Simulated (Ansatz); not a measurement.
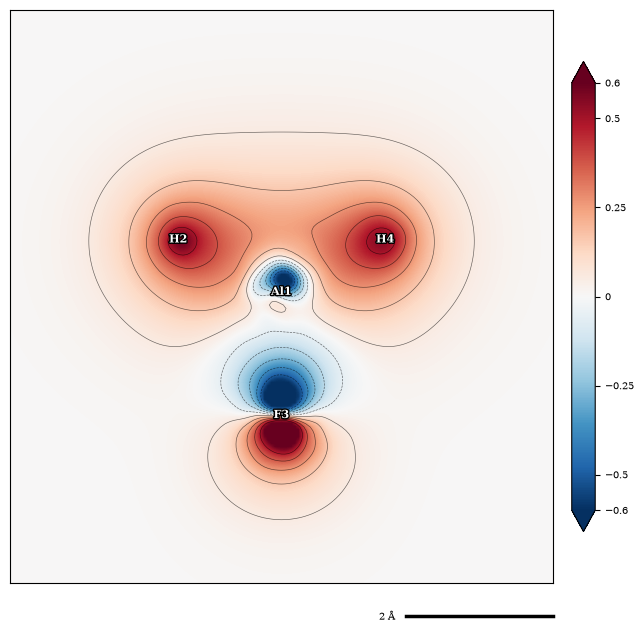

Figure 1: AlFH2. The HOMO−1 on the molecular plane (values in Å⁻³ᐟ²; the overall sign is arbitrary).

Level of theory: RKS r2SCANh/def2-SVPD in Ansatz 0.2.0.

Input file:

```
crystal:
  periodic: [false, false, false]
  atoms:
    - { symbol: Al, position_ang: [0.0, 0.0, 0.0] }
    - { symbol: H, position_ang: [0.0, 0.0, 1.56] }
    - { symbol: F, position_ang: [1.4635, 0.0, -0.845] }
    - { symbol: H, position_ang: [-1.351, 0.0, -0.78] }
basis:
  gaussian: { orbitals: def2-SVPD }
hamiltonian:
  xc: r2scanh
relax:
  f_tol: 0.02
  max_steps: 40
output:
  orbitals: {}
```

Launched as:

```sh
ansatz run input.yaml --threads 1 --pin off --max-ram 2048MiB --backend cpu --events-out ev --progress --plain --runs-dir out
```

The fields are those of the run's last geometry, not of the input's.

Question: Describe this orbital and give its energy.

Answer: It lies mainly on Al1 (about 40 %), F3 (about 20 %), H2 (about 20 %) and H4 (about 20 %); it is symmetric in the molecular plane (an in-plane orbital: σ, lone-pair or in-plane π type). Its energy is −10.18 eV.
